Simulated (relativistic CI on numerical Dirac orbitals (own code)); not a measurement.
# Hf³⁺: one ion under different settings

How much do the settings matter for Hf³⁺? One ion, several inputs.

The numbers are computed with relativistic CI on numerical Dirac orbitals (own code) version 3 (Dirac-Coulomb-Breit CI, KLI orbitals optimised for each configuration, model QED (radiative potential, 1s self-energy scaled to tabulated hydrogen-like ionisation energies), numerical settings as typed), except any that are marked as measured or tabulated.

### 1 What is computed

```
ion            : Hf³⁺ (Hf IV)
nuclear charge : 72
electrons      : 69
isotope        : A = 180
```

### 2 The usual input

Settings of the run:

```ini
atom Hf  Z=72  charge=3  electrons=69
nucleus A=180  rms_radius_fm=5.3470
hamiltonian dirac-coulomb  breit=on  qed=on  c_scale=1
orbitals kli  potential=per-configuration
slater_scale 1
correlation none
mixing on
grid step=0.0125 r_max=64.9
scf mixing=0.4 start=green max_iterations=150 tolerance=2e-08 node_fill=0.05
configurations
  [Xe] 4f14 5d
  [Xe] 4f14 6s
  [Xe] 4f14 6p
end
```

The run is started by

```bash
python run_levels.py task.json out
```

task.json lists these runs, among others, and the program works through them in turn.

The program writes no log. Results of the run, from its result record (rounded, main fields):

```text
status: converged
levels [i, E_cm, J2, conf, term, w_term, w_jj]:
  - [0, 0, 3, "5d", "2D", 1, 1]
  - [1, 3930.1207, 5, "5d", "2D", 1, 1]
  - [2, 18407.377, 1, "6s", "2S", 1, 1]
  - [3, 64759.581, 1, "6p", "2P*", 1, 1]
  - [4, 73317.934, 3, "6p", "2P*", 1, 1]
total_energy [Ha]: -15061.064886
n_levels_all: 5
overlap: 1.55215e-11
scf_iterations: [12, 13, 13]
orbital_energies [Ha]: {"1s": -2394.13, "2s": -410.046, "2p1/2": -391.608, "2p3/2": -347.922, "3s": -94.3332, "3p1/2": -86.173, "3p3/2": -76.805, "3d3/2": -63.0183, "3d5/2": -60.9769, "4s": -20.0436, "4p1/2": -16.6967, "4p3/2": -14.569, "4d3/2": -9.06906, "4d5/2": -8.67964, "4f5/2": -1.88874, "4f7/2": -1.82478, "5s": -3.64319, "5p1/2": -2.69004, "5p3/2": -2.39958, "5d3/2": -1.19877, "5d5/2": -1.17348}
configurations [conf, odd, states, E_av_Ha, breit_Ha, qed_Ha]:
  - ["5d", 0, 10, -15087.2243, 15.6, 10.57]
  - ["6s", 0, 2, -15087.15289, 15.6, 10.57]
  - ["6p", 1, 6, -15086.91501, 15.6, 10.57]
scf_steps of the first configuration [iteration, E_Ha, residual, outer_eigenvalue_Ha]:
  - [1, -15029.58468, 3.97, -3.197]
  - [2, -15084.40115, 0.907, -1.665]
  - [3, -15086.58155, 0.243, -1.276]
  - [4, -15086.92056, 0.4, -1.253]
  - [5, -15087.22037, 0.0223, -1.168]
  - [6, -15087.22029, 0.0123, -1.175]
  - [7, -15087.22502, 0.00487, -1.175]
  - [8, -15087.22384, 0.00243, -1.173]
  - [9, -15087.22414, 0.000857, -1.173]
  - [10, -15087.2243, 2.39e-05, -1.173]
  - [11, -15087.2243, 2.15e-06, -1.173]
  - [12, -15087.2243, 1.75e-08, -1.173]
```

Run time: 0.28 s. Hardware: 1 thread, shared host.

### 3 Nuclear radius 5.8817

Settings: those of step 2 with these lines changed.

```diff
@@ -1,3 +1,3 @@
 atom Hf  Z=72  charge=3  electrons=69
-nucleus A=180  rms_radius_fm=5.3470
+nucleus A=180  rms_radius_fm=5.8817
 hamiltonian dirac-coulomb  breit=on  qed=on  c_scale=1
```

Main fields:

```text
status: converged
levels [i, E_cm, J2, conf, term, w_term]:
  - [0, 0, 3, "5d", "2D", 1]
  - [1, 3930.2381, 5, "5d", "2D", 1]
  - [2, 18414.689, 1, "6s", "2S", 1]
  - [3, 64761.015, 1, "6p", "2P*", 1]
  - [4, 73319.123, 3, "6p", "2P*", 1]
total_energy [Ha]: -15060.711608
n_levels_all: 5
overlap: 1.55192e-11
scf_iterations: [12, 13, 13]
orbital_energies [Ha]: {"1s": -2393.98, "2s": -410.026, "2p1/2": -391.607, "2p3/2": -347.923, "3s": -94.3287, "3p1/2": -86.173, "3p3/2": -76.8052, "3d3/2": -63.0185, "3d5/2": -60.9771, "4s": -20.0425, "4p1/2": -16.6967, "4p3/2": -14.569, "4d3/2": -9.06911, "4d5/2": -8.67969, "4f5/2": -1.88876, "4f7/2": -1.8248, "5s": -3.64301, "5p1/2": -2.69004, "5p3/2": -2.39959, "5d3/2": -1.19878, "5d5/2": -1.17348}
configurations [conf, odd, states, E_av_Ha, breit_Ha, qed_Ha]:
  - ["5d", 0, 10, -15086.86326, 15.6, 10.56]
  - ["6s", 0, 2, -15086.79182, 15.6, 10.56]
  - ["6p", 1, 6, -15086.55396, 15.6, 10.56]
scf_steps of the first configuration [iteration, E_Ha, residual, outer_eigenvalue_Ha]:
  - [1, -15029.22536, 3.97, -3.197]
  - [2, -15084.04025, 0.907, -1.665]
  - [3, -15086.22055, 0.243, -1.276]
  - [4, -15086.55955, 0.4, -1.253]
  - [5, -15086.85933, 0.0223, -1.168]
  - [6, -15086.85925, 0.0123, -1.175]
  - [7, -15086.86398, 0.00487, -1.175]
  - [8, -15086.8628, 0.00243, -1.173]
  - [9, -15086.8631, 0.000857, -1.173]
  - [10, -15086.86326, 2.39e-05, -1.173]
  - [11, -15086.86326, 2.15e-06, -1.173]
  - [12, -15086.86326, 1.75e-08, -1.173]
```

Run time: 0.28 s. Hardware: 1 thread, shared host.

The changed nuclear radius is not that of the isotope named.

### 4 Grid step 0.006

Settings of the run:

```ini
atom Hf  Z=72  charge=3  electrons=69
nucleus A=180  rms_radius_fm=5.3470
hamiltonian dirac-coulomb  breit=on  qed=on  c_scale=1
orbitals kli  potential=per-configuration
slater_scale 1
correlation none
mixing on
grid step=0.006 r_max=64.9
scf mixing=0.4 start=green max_iterations=150 tolerance=2e-08 node_fill=0.05
configurations
  [Xe] 4f14 5d
  [Xe] 4f14 6s
  [Xe] 4f14 6p
end
```

Main fields:

```text
status: converged
levels [i, E_cm, J2, conf, term, w_term]:
  - [0, 0, 3, "5d", "2D", 1]
  - [1, 3930.1211, 5, "5d", "2D", 1]
  - [2, 18407.387, 1, "6s", "2S", 1]
  - [3, 64759.594, 1, "6p", "2P*", 1]
  - [4, 73317.948, 3, "6p", "2P*", 1]
total_energy [Ha]: -15061.065066
n_levels_all: 5
overlap: 7.89839e-13
scf_iterations: [12, 13, 13]
orbital_energies [Ha]: {"1s": -2394.13, "2s": -410.046, "2p1/2": -391.608, "2p3/2": -347.922, "3s": -94.3332, "3p1/2": -86.173, "3p3/2": -76.805, "3d3/2": -63.0183, "3d5/2": -60.9769, "4s": -20.0436, "4p1/2": -16.6967, "4p3/2": -14.569, "4d3/2": -9.06906, "4d5/2": -8.67964, "4f5/2": -1.88874, "4f7/2": -1.82478, "5s": -3.64319, "5p1/2": -2.69004, "5p3/2": -2.39958, "5d3/2": -1.19877, "5d5/2": -1.17348}
configurations [conf, odd, states, E_av_Ha, breit_Ha, qed_Ha]:
  - ["5d", 0, 10, -15087.22449, 15.6, 10.57]
  - ["6s", 0, 2, -15087.15308, 15.6, 10.57]
  - ["6p", 1, 6, -15086.9152, 15.6, 10.57]
scf_steps of the first configuration [iteration, E_Ha, residual, outer_eigenvalue_Ha]:
  - [1, -15029.58487, 3.97, -3.197]
  - [2, -15084.40134, 0.907, -1.665]
  - [3, -15086.58174, 0.243, -1.276]
  - [4, -15086.92077, 0.4, -1.253]
  - [5, -15087.22056, 0.0223, -1.168]
  - [6, -15087.22049, 0.0123, -1.175]
  - [7, -15087.22523, 0.00493, -1.175]
  - [8, -15087.22401, 0.00253, -1.173]
  - [9, -15087.22434, 0.000814, -1.173]
  - [10, -15087.22449, 2.27e-05, -1.173]
  - [11, -15087.22449, 2.24e-06, -1.173]
  - [12, -15087.22449, 1.7e-08, -1.173]
```

It took 0.59 s on 1 thread, shared host.

### 5 Speed-of-light factor 0.8, nuclear radius 6.9511

Settings of the run:

```ini
atom Hf  Z=72  charge=3  electrons=69
nucleus A=180  rms_radius_fm=6.9511
hamiltonian dirac-coulomb  breit=on  qed=on  c_scale=0.8
orbitals kli  potential=per-configuration
slater_scale 1
correlation none
mixing on
grid step=0.0125 r_max=64.9
scf mixing=0.4 start=green max_iterations=150 tolerance=2e-08 node_fill=0.05
configurations
  [Xe] 4f14 5d
  [Xe] 4f14 6s
  [Xe] 4f14 6p
end
```

Main fields:

```text
status: converged
levels [i, E_cm, J2, conf, term, w_term]:
  - [0, 0, 3, "5d", "2D", 1]
  - [1, 3412.8429, 1, "6s", "2S", 1]
  - [2, 5489.5678, 5, "5d", "2D", 1]
  - [3, 53939.718, 1, "6p", "2P*", 1]
  - [4, 69085.078, 3, "6p", "2P*", 1]
total_energy [Ha]: -15598.666575
n_levels_all: 5
overlap: 1.26449e-11
scf_iterations: [13, 13, 13]
orbital_energies [Ha]: {"1s": -2526.54, "2s": -446.098, "2p1/2": -425.542, "2p3/2": -348.273, "3s": -103.029, "3p1/2": -94.1195, "3p3/2": -77.428, "3d3/2": -63.3238, "3d5/2": -60.1201, "4s": -22.2066, "4p1/2": -18.5661, "4p3/2": -14.7339, "4d3/2": -9.13638, "4d5/2": -8.52239, "4f5/2": -1.77591, "4f7/2": -1.68111, "5s": -3.99921, "5p1/2": -2.93966, "5p3/2": -2.40575, "5d3/2": -1.18966, "5d5/2": -1.15053}
configurations [conf, odd, states, E_av_Ha, breit_Ha, qed_Ha]:
  - ["5d", 0, 10, -15640.08188, 25.79, 15.64]
  - ["6s", 0, 2, -15640.08415, 25.79, 15.64]
  - ["6p", 1, 6, -15639.80655, 25.79, 15.64]
scf_steps of the first configuration [iteration, E_Ha, residual, outer_eigenvalue_Ha]:
  - [1, -15569.81281, 4.21, -3.243]
  - [2, -15636.38277, 1.02, -1.639]
  - [3, -15639.20156, 0.317, -1.257]
  - [4, -15639.62245, 0.477, -1.237]
  - [5, -15640.08452, 0.0151, -1.15]
  - [6, -15640.07399, 0.0248, -1.15]
  - [7, -15640.08173, 0.000286, -1.151]
  - [8, -15640.08196, 0.000208, -1.15]
  - [9, -15640.08187, 5.84e-05, -1.151]
  - [10, -15640.08188, 3.04e-05, -1.151]
  - [11, -15640.08188, 3.19e-07, -1.151]
  - [12, -15640.08188, 2.06e-07, -1.151]
  - [13, -15640.08188, 1.33e-08, -1.151]
```

It took 0.29 s on 1 thread, shared host.

With a scaled speed of light this is not the real ion; the QED potentials keep the true α and change only through the orbitals.

### 6 Potential mixing 0.2, Breit term off, Slater scale 1.2

Settings of the run:

```ini
atom Hf  Z=72  charge=3  electrons=69
nucleus A=180  rms_radius_fm=5.3470
hamiltonian dirac-coulomb  breit=off  qed=on  c_scale=1
orbitals kli  potential=per-configuration
slater_scale 1.2
correlation none
mixing on
grid step=0.0125 r_max=64.9
scf mixing=0.2 start=green max_iterations=150 tolerance=2e-08 node_fill=0.05
configurations
  [Xe] 4f14 5d
  [Xe] 4f14 6s
  [Xe] 4f14 6p
end
```

Main fields:

```text
status: converged
levels [i, E_cm, J2, conf, term, w_term]:
  - [0, 0, 3, "5d", "2D", 1]
  - [1, 4068.4088, 5, "5d", "2D", 1]
  - [2, 18334.109, 1, "6s", "2S", 1]
  - [3, 64596.109, 1, "6p", "2P*", 1]
  - [4, 73267.159, 3, "6p", "2P*", 1]
total_energy [Ha]: -15076.666876
n_levels_all: 5
overlap: 1.55228e-11
scf_iterations: [16, 15, 15]
orbital_energies [Ha]: {"1s": -2394.13, "2s": -410.046, "2p1/2": -391.608, "2p3/2": -347.922, "3s": -94.3332, "3p1/2": -86.173, "3p3/2": -76.805, "3d3/2": -63.0183, "3d5/2": -60.9769, "4s": -20.0436, "4p1/2": -16.6967, "4p3/2": -14.569, "4d3/2": -9.06906, "4d5/2": -8.67964, "4f5/2": -1.88874, "4f7/2": -1.82478, "5s": -3.64319, "5p1/2": -2.69004, "5p3/2": -2.39958, "5d3/2": -1.19877, "5d5/2": -1.17348}
configurations [conf, odd, states, E_av_Ha, breit_Ha, qed_Ha]:
  - ["5d", 0, 10, -15087.2243, 0, 10.57]
  - ["6s", 0, 2, -15087.15289, 0, 10.57]
  - ["6p", 1, 6, -15086.91501, 0, 10.57]
scf_steps of the first configuration [iteration, E_Ha, residual, outer_eigenvalue_Ha]:
  - [1, -15029.58468, 3.97, -3.197]
  - [2, -15063.65837, 2.68, -2.318]
  - [3, -15080.28599, 1.15, -1.247]
  - [4, -15086.68266, 0.391, -1.405]
  - [5, -15086.68549, 0.497, -1.224]
  - [6, -15087.22658, 0.0766, -1.187]
  - [7, -15087.22342, 0.0118, -1.181]
  - [8, -15087.22254, 0.00616, -1.174]
  - [9, -15087.22322, 0.00372, -1.174]
  - [10, -15087.22463, 0.00183, -1.174]
  - [11, -15087.22451, 0.00116, -1.174]
  - [12, -15087.22431, 2.93e-05, -1.173]
  - [13, -15087.2243, 5.76e-06, -1.173]
  - [14, -15087.2243, 1.95e-07, -1.173]
  - [15, -15087.2243, 1.01e-07, -1.173]
  - [16, -15087.2243, 1.14e-08, -1.173]
```

It took 0.29 s on 1 thread, shared host.

### 7 Slater scale 2

Settings of the run:

```ini
atom Hf  Z=72  charge=3  electrons=69
nucleus A=180  rms_radius_fm=5.3470
hamiltonian dirac-coulomb  breit=on  qed=on  c_scale=1
orbitals kli  potential=per-configuration
slater_scale 2
correlation none
mixing on
grid step=0.0125 r_max=64.9
scf mixing=0.4 start=green max_iterations=57 tolerance=2e-08 node_fill=0.05
configurations
  [Xe] 4f14 5d
  [Xe] 4f14 6s
  [Xe] 4f14 6p
end
```

Main fields:

```text
status: converged
levels [i, E_cm, J2, conf, term, w_term]:
  - [0, 0, 3, "5d", "2D", 1]
  - [1, 3930.1207, 5, "5d", "2D", 1]
  - [2, 18407.377, 1, "6s", "2S", 1]
  - [3, 64759.581, 1, "6p", "2P*", 1]
  - [4, 73317.934, 3, "6p", "2P*", 1]
total_energy [Ha]: -15061.064886
n_levels_all: 5
overlap: 1.55215e-11
scf_iterations: [12, 13, 13]
orbital_energies [Ha]: {"1s": -2394.13, "2s": -410.046, "2p1/2": -391.608, "2p3/2": -347.922, "3s": -94.3332, "3p1/2": -86.173, "3p3/2": -76.805, "3d3/2": -63.0183, "3d5/2": -60.9769, "4s": -20.0436, "4p1/2": -16.6967, "4p3/2": -14.569, "4d3/2": -9.06906, "4d5/2": -8.67964, "4f5/2": -1.88874, "4f7/2": -1.82478, "5s": -3.64319, "5p1/2": -2.69004, "5p3/2": -2.39958, "5d3/2": -1.19877, "5d5/2": -1.17348}
configurations [conf, odd, states, E_av_Ha, breit_Ha, qed_Ha]:
  - ["5d", 0, 10, -15087.2243, 15.6, 10.57]
  - ["6s", 0, 2, -15087.15289, 15.6, 10.57]
  - ["6p", 1, 6, -15086.91501, 15.6, 10.57]
scf_steps of the first configuration [iteration, E_Ha, residual, outer_eigenvalue_Ha]:
  - [1, -15029.58468, 3.97, -3.197]
  - [2, -15084.40115, 0.907, -1.665]
  - [3, -15086.58155, 0.243, -1.276]
  - [4, -15086.92056, 0.4, -1.253]
  - [5, -15087.22037, 0.0223, -1.168]
  - [6, -15087.22029, 0.0123, -1.175]
  - [7, -15087.22502, 0.00487, -1.175]
  - [8, -15087.22384, 0.00243, -1.173]
  - [9, -15087.22414, 0.000857, -1.173]
  - [10, -15087.2243, 2.39e-05, -1.173]
  - [11, -15087.2243, 2.15e-06, -1.173]
  - [12, -15087.2243, 1.75e-08, -1.173]
```

Wall time 0.28 s (1 thread, shared host).

An extreme setting, but here it did no harm: energy and levels are those of the usual run.

### 8 The runs side by side

| setting | total energy less usual (Ha) | largest shift of a level among the lowest eight of both runs, same label and place (cm⁻¹) | SCF iterations | time | lowest level | kind of change |
| --- | --- | --- | --- | --- | --- | --- |
| usual | 0 | 0 | 38 | 0.28 s | 5d 2D3/2 | - |
| nuclear radius 5.8817 | 0.353 | 7.31 | 38 | 0.28 s | 5d 2D3/2 | unphysical constant |
| grid step 0.006 | -0.00018 | 0.0144 | 38 | 0.59 s | 5d 2D3/2 | numerical |
| speed-of-light factor 0.8, nuclear radius 6.9511 | -538 | 15000 | 39 | 0.29 s | 5d 2D3/2 | unphysical constant |
| potential mixing 0.2, Breit term off, Slater scale 1.2 | -15.6 | 163 | 46 | 0.29 s | 5d 2D3/2 | model term |
| Slater scale 2 | 0 | 0 | 38 | 0.28 s | 5d 2D3/2 | extreme, harmless here |

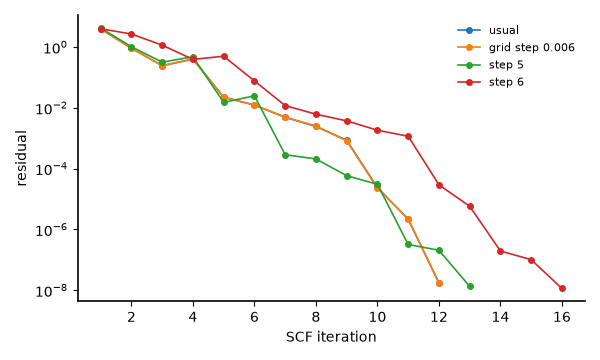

Residual of the first configuration's SCF.

### 9 What came out

```
                    quantity           value
lowest level, usual settings        5d 2D3/2
                total energy  -15061.0649 Ha
            first excitation     3930.1 cm⁻¹
```

In words: Among the runs whose levels can be followed, they move most under «speed-of-light factor 0.8, nuclear radius 6.9511» (unphysical constant), by up to 15000 cm⁻¹. No visible change in the result comes from «Slater scale 2». Only the listed configurations are in the model. Near neutrality, missing correlation can shift configurations against each other by thousands of cm⁻¹.
